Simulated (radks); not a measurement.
**Atomic calculation, with input and output: Cr²⁺**

System: Cr²⁺ (Z = 24, 22 electrons) in the configuration [Ar] 3d4.
Method: scalar-relativistic Kohn-Sham, BLYP, spin-unpolarised, spherical densities, finite nucleus (the in-house radial solver radks).

## Input
```
Z 24
configuration [Ar] 3d4
relativity scalar-relativistic
functional b88,lyp
spin unpolarised
nucleus finite rms 3.6452 fm
c 137.035999084
```

Energies in input and log are in hartree, lengths in bohr (the nuclear radius in fm).

Hardware: 1 CPU thread, shared host.

## Log
```
1s      1   2.0000        -216.98669030
2s      1   2.0000         -25.31182173
2p      1   6.0000         -21.40717085
3s      1   2.0000          -3.49054063
3p      1   6.0000          -2.43894392
3d      1   4.0000          -0.84057474
Etot -1049.973734109671
Ekin 1060.6869627764636
Encl -2488.3766269606285
Eh 426.0941012446592
Exc -48.37817117016548
err 3.743502971063169e-09
it 18
```

## Orbitals

```
orbital  occupation  energy (eV)  ⟨r⟩ (bohr)  outer maximum (bohr)
     1s           2      −5904.5     0.06355                0.0416
     2s           2     −688.770      0.2932                 0.243
     2p           6     −582.519      0.2599                 0.198
     3s           2      −94.982      0.8974                 0.775
     3p           6      −66.367      0.9560                 0.795
     3d           4      −22.873       1.233                 0.817
```

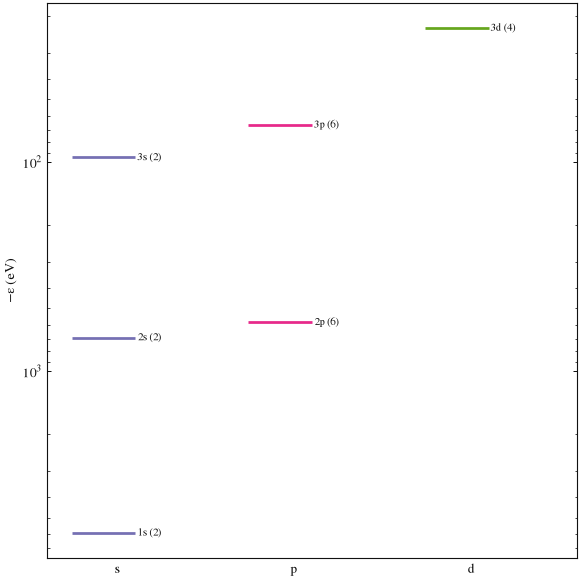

Figure 1. All occupied levels, on a logarithmic scale of binding energy, are drawn by angular momentum (occupations in brackets). The highest occupied level is 3d at −22.9 eV. The highest 3 occupied levels, from the top down, are 3d (−22.9 eV), 3p (−66.4 eV), 3s (−95.0 eV). The measured ionisation energy (NIST) is 31.0 eV; minus the highest level, 22.9 eV, lies 26 % below it, as is usual for a semilocal functional, whose potential decays too fast.

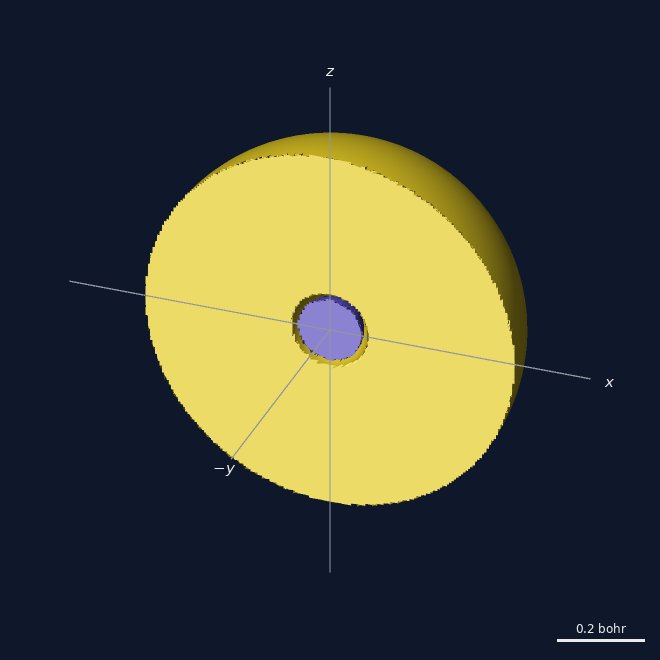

Figure 2. One occupied orbital is shown. The surface of constant |ψ| that holds about 90 % of the electron is drawn, yellow where ψ is positive and blue where it is negative, with the half in front of the xz plane cut away and the cut face painted. The radial function comes from the spherical calculation and is multiplied by a real spherical harmonic; the overall sign is chosen so that the largest lobe of P(r) is positive; at the scalar-relativistic level it is the large component. It is 2s. It has no angular node and 1 radial node, at r = 0.0858 bohr. The outermost maximum of P² lies at 0.243 bohr, ⟨r⟩ = 0.293 bohr, 90 % of the charge lies within 0.455 bohr, and the eigenvalue is −688.8 eV, with 2 electrons in the shell.

## Summary

- outcome: converged
- total energy: −1049.9737 hartree
- kinetic energy: 1060.6870 hartree
- electron–nucleus energy: −2488.3766 hartree
- Hartree energy: 426.094101 hartree
- exchange–correlation energy: −48.378171 hartree
- radius at density 0.001 e/bohr³: 3.15 bohr
- SCF iterations: 18
